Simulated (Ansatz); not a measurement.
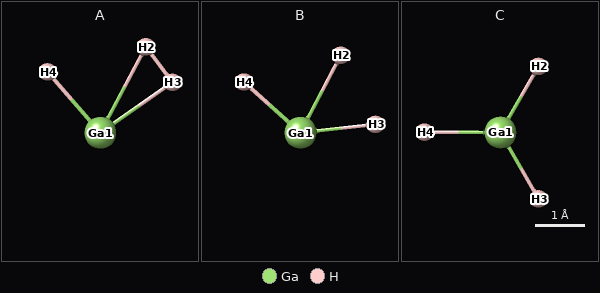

3 geometries from a converged minimum-energy path of GaH3, shuffled. A ball-and-stick model, seen face on.

Computed with RKS LDA/def2-SVP in Ansatz. Run with 5 movable images; climbing image; force threshold 0.05 eV/Å; iteration limit 60; starting path through a guess of the saddle point.

Q: Which frame is the top of the path?

A: B. In order along the path, whose images run from 0 to 6: C (image 0, 0.0 kJ/mol), B (image 3, +199.3 kJ/mol), A (image 5, +104.3 kJ/mol). Breaking: Ga1–H2 (1.57 → 1.80 at the top → 2.14 Å), Ga1–H3 (1.57 → 1.56 at the top → 2.14 Å). Forming: H2–H3 (2.72 → 1.59 at the top → 0.82 Å).
